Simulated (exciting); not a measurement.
Consider Al2O3, space group P-6m2.

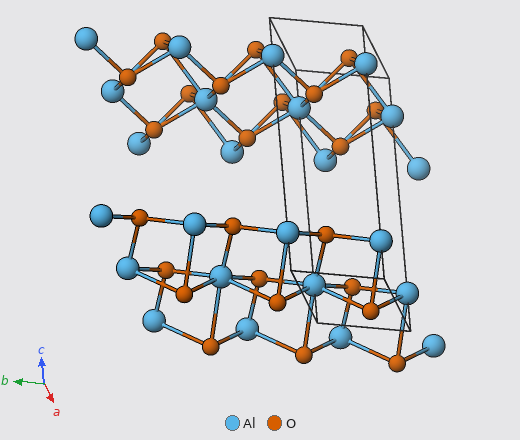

The structure (aluminium blue, oxygen orange). 2×3×1 cells are drawn. Some periodic images of atoms are drawn too.

```xyz
5
Lattice="2.8843 0.0000 0.0000 -1.4422 2.4979 0.0000 0.0000 0.0000 9.3368" Properties=species:S:1:pos:R:3 pbc="T T T"
Al    0.0000    0.0000    7.9363
Al    0.0000    0.0000    1.4004
O     0.0000    1.6653    7.2610
O     1.4422    0.8326    0.0000
O     0.0000    1.6653    2.0757
```

Absorber: atom 1, with 3 O at 1.80 Å and 3 O at 2.18 Å (distorted octahedral, site symmetry 3m). Method: exciting, all-electron LAPW+lo, LDA, exchange and screened direct term (singlet BSE), 6×6×1 shifted k points, 25 conduction bands, |G+q| up to 3 bohr⁻¹, full RPA screening with nempty = 50, Lorentzian half width 0.45 eV.

**Question.** What does the Al K spectrum look like, and is there a bound core exciton?

Bound core exciton? Yes on this mesh: the first bright state (over 5 % of the brightest) lies at -2.13 eV from the Kohn–Sham onset and at -2.46 eV from the lowest bare transition of its own mesh. Maxima (height): -2.1 eV (0.24), 0.5 eV (0.71), 1.7 eV (1.00), 5.1 eV (0.76), 6.7 eV (0.51), 11.8 eV (0.19) and 14.6 eV (0.17).

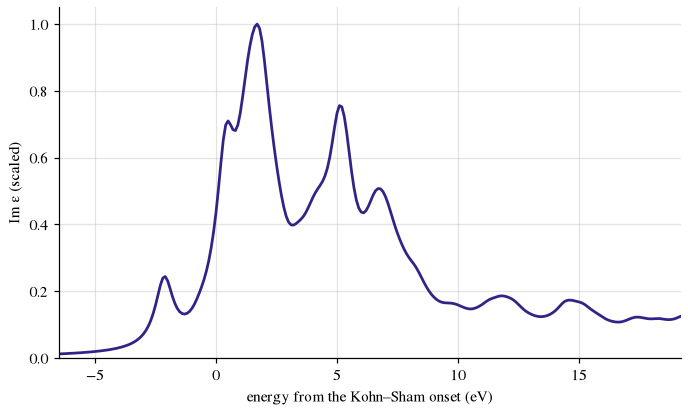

Energy from the Kohn–Sham onset, core level to the lowest empty state found on the meshes used; Im ε in relative units.

Binding energies aren't converged on 36 k points, and fine structure above the first lines is partly noise of the mesh. Exchange and the short-range direct term aren't converged in the kernel cutoff. The zero comes from the unshifted 6×6×2 ground-state mesh; it is exact only where the band minimum lies on that mesh. The Kohn–Sham onset, 1501 eV, is no photon energy (tabulated edge of the element: 1559 eV): the scale needs a rigid shift. No quasiparticle correction widens the gap or stretches the bands. Vibrations and energy-dependent lifetimes are left out. The structure is a Materials Project entry, computed there, and may be a hypothetical form.

[Banner, clock and machine lines of the logs are left out without a mark of their own.]

[Logs are printed without paths, hosts, clocks, repeated set-up lines and the standing remarks that a program may print on its own settings, such as how far it seeks lower states.]

[Hosts, paths, dates, database ids (printed as entryN), source tags and the programs' standing remarks are cut or masked in the printed files.]
